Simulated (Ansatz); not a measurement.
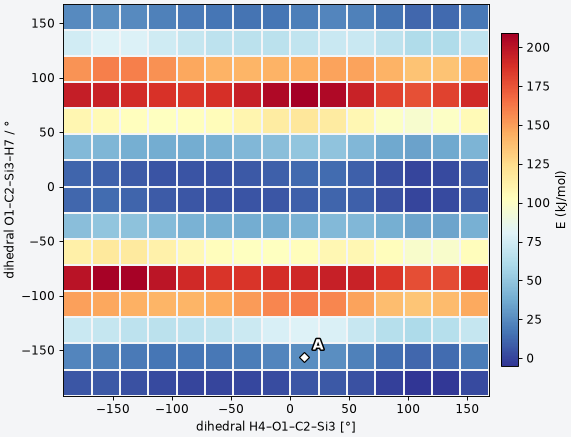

CH5OSi, SMILES [OH2+]C=[SiH2], charge +1. The first coordinate is: dihedral H4–O1–C2–Si3; the second: dihedral O1–C2–Si3–H7. Nothing is relaxed (all other coordinates rigid). Grid: 15 × 15 points. Points are written as (first, second). Energies: kJ/mol, counted from the relaxed molecule at the same level. Energies and slopes of some neighbouring points disagree (a jump in structure or state, or too coarse a mesh). The calculation used Ansatz 0.2.0, RKS PBE-D4/def2-TZVP.

The picture shows one coloured cell a grid point, the point A.

Is A at rest? If not, where is it pushed?

A, at (12°, −156°), is not a stationary point. The computed force is 0.077 kJ/mol for each degree towards smaller values of dihedral H4–O1–C2–Si3 and 1.6 kJ/mol for each degree towards smaller values of dihedral O1–C2–Si3–H7.
